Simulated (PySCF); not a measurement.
Run report: B2Cl4, NMR shielding calculation

The run: NMR shielding calculation of B2Cl4 (Diboron tetrachloride), SMILES ClB(Cl)B(Cl)Cl. Method and program: GIAO PBE0/pcSseg-1 NMR shielding, non-relativistic, gas phase (PySCF 2.14.0).

The geometry comes from this level: GFN2-xTB, MD frame at 6225 fs, 300 K. Figures and captions count atoms from 1; the log counts them from 0 in places.

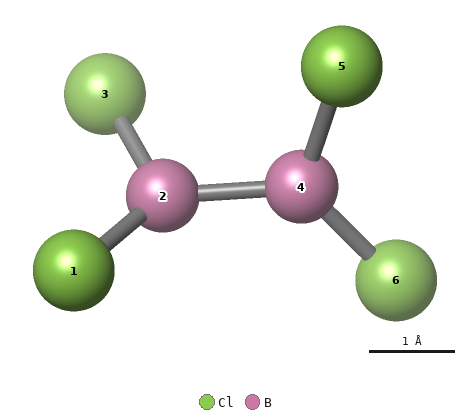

*The input geometry (ball-and-stick view, seen at a tilt; atoms are numbered from 1 in the order of the input).*

**Results in brief**

```tsv
quantity	value
outcome	converged
total energy	−1889.890255 hartree
HOMO	−8.53 eV
LUMO	−2.29 eV
dipole moment	0.41 D
isotropic shielding, Cl	602.6 to 651.5 ppm
isotropic shielding, B	37.4 to 38.5 ppm
hardware	1 CPU thread, shared host
wall time	13 s
peak memory	0.64 GiB
```

**The input**
```
{"job": {"kind": "nmr", "xc": "PBE0", "basis": "pcSseg-1", "pop": false}, "charge": 0, "multiplicity": 1}
Cl    -0.313695    -0.542221     0.635735
B      1.381043    -0.556707     0.619258
Cl     2.162853    -1.966064     0.011204
B      2.418661     0.712743     0.811977
Cl     2.973722     1.289012    -0.705721
Cl     2.926257     1.388641     2.292277
```

The first line tells a small driver script what to run in PySCF; the rest is the geometry in Å.

Launched with:
```bash
OMP_NUM_THREADS=1 python <driver script> task.json out
```

**What the program printed**
```
coarse grid: 8672 points
cycle   1  E = -1889.8423595782  dE =  9.201e-01  |g| = 2.749e-01  |ddm| = 2.496e+00
cycle   2  E = -1889.8256101560  dE =  1.675e-02  |g| = 3.884e-01  |ddm| = 6.534e-01
cycle   3  E = -1889.8645905209  dE = -3.898e-02  |g| = 3.295e-02  |ddm| = 3.791e-01
cycle   4  E = -1889.8648519334  dE = -2.614e-04  |g| = 1.435e-02  |ddm| = 5.410e-02
cycle   5  E = -1889.8649016466  dE = -4.971e-05  |g| = 1.234e-03  |ddm| = 1.588e-02
cycle   6  E = -1889.8649018931  dE = -2.465e-07  |g| = 9.019e-04  |ddm| = 2.699e-03
final grid: 69400 points
cycle   7  E = -1889.8902527404  dE = -3.065e-05  |g| = 4.855e-03  |ddm| = 1.548e-02
cycle   8  E = -1889.8902530824  dE = -3.420e-07  |g| = 3.094e-03  |ddm| = 6.721e-03
cycle   9  E = -1889.8902548218  dE = -1.739e-06  |g| = 1.363e-03  |ddm| = 4.236e-03
cycle  10  E = -1889.8902553052  dE = -4.834e-07  |g| = 1.399e-04  |ddm| = 1.364e-03
cycle  11  E = -1889.8902553098  dE = -4.521e-09  |g| = 3.253e-05  |ddm| = 1.755e-04
cycle  12  E = -1889.8902553100  dE = -2.660e-10  |g| = 1.138e-05  |ddm| = 5.006e-05
```

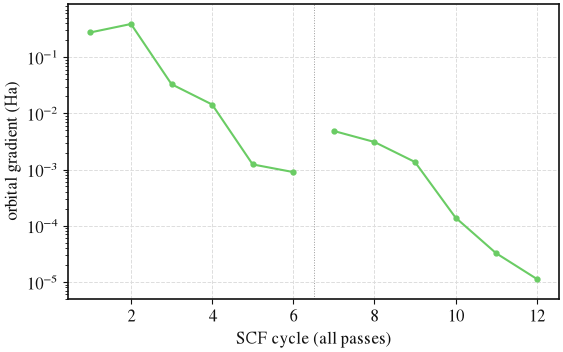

*Convergence of the self-consistent field: orbital gradient against the SCF cycle. The dotted line marks the change from a coarse to the final integration grid.*

The first 6 cycles use a coarse grid, the final grid takes over at cycle 7, and the field converges after 12 cycles in all.

```
converged SCF energy = -1889.8902553100

GIAO shielding tensors (ppm)
atom      isotropic    diamagn.    paramagn.     s11        s22        s33       span
  0 Cl     643.747    1148.730    -504.983    343.166    638.211    949.863    606.697
  1 B       38.504     188.086    -149.582    -15.013     24.927    105.599    120.613
  2 Cl     602.584    1147.401    -544.817    260.001    631.707    916.046    656.045
  3 B       37.448     193.814    -156.365    -14.115     22.555    103.905    118.020
  4 Cl     606.848    1146.655    -539.807    257.583    639.173    923.788    666.205
  5 Cl     651.529    1146.181    -494.652    326.530    651.538    976.519    649.989
```

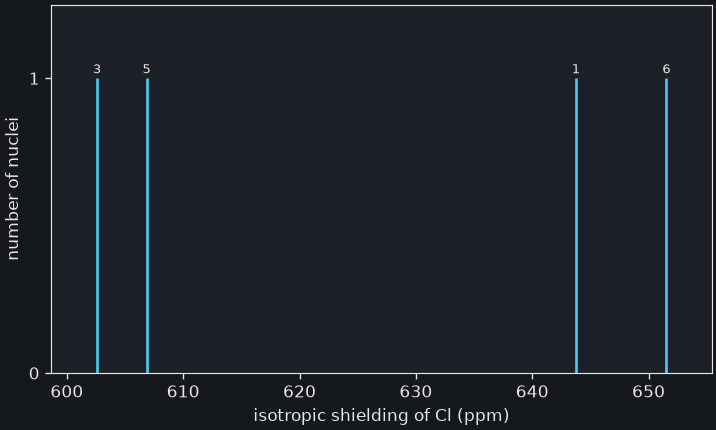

*Isotropic shieldings of the chlorine nuclei in this fixed geometry, labelled by atom number; shielding grows to the right, so chemical shift grows to the left.*

The least shielded is Cl3 (602.6 ppm), the most shielded Cl6 (651.5 ppm).
